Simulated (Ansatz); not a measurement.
Start from CdSe in the wurtzite structure (space group P6_3mc, No. 186; a = 4.3019 Å, c = 7.0211 Å). Axes: x lies along a and z along c of the hexagonal cell.

It is then changed as follows: the symmetric strain tensor [0.0132 -0.0205 0.0152; -0.0205 -0.0071 -0.0017; 0.0152 -0.0017 0.0032], atoms relaxed at fixed cell.

Calculations: Ansatz (a program for electronic structure) PBEsol, scalar-relativistic without spin-orbit coupling.

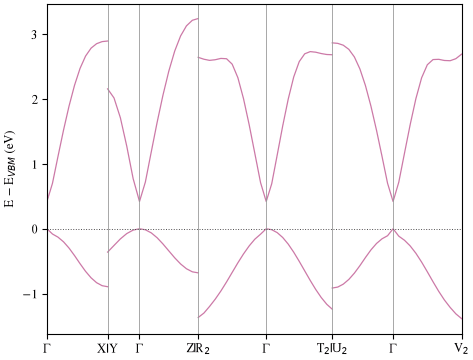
Figure. Highest valence and lowest conduction band along the path of the changed cell's own zone

Task: From the figure, how large is the changed gap, and is it direct?

Result: About 0.4 eV, direct at Γ.

Whether these cells are dynamically stable was not tested. Labels are those of the standard path for the cell's own space group.
